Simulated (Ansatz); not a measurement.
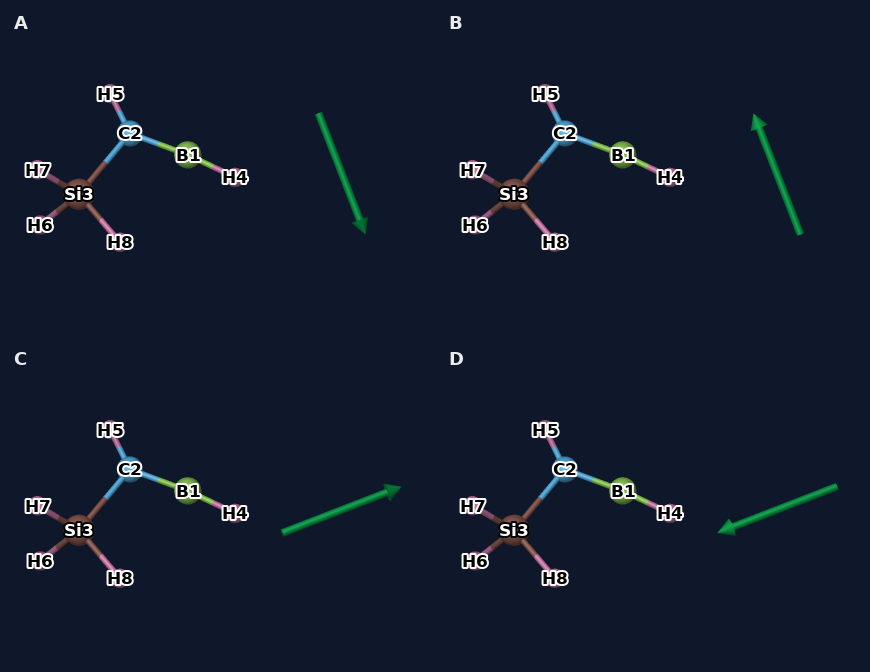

The same molecule four times, each with an arrow. Computed geometry: PBE0-D4/def2-TZVP optimisation. No frequency run is at hand to confirm it as a minimum. Properties computed with RKS PBE0-D4/def2-TZVP (Ansatz 0.2.0).

### Which arrow points along the dipole moment, from the negative to the positive end?

C. The dipole moment is 0.78 D; it points from the side of H6, H7 to the side of H4 (the outermost atoms at the two ends).
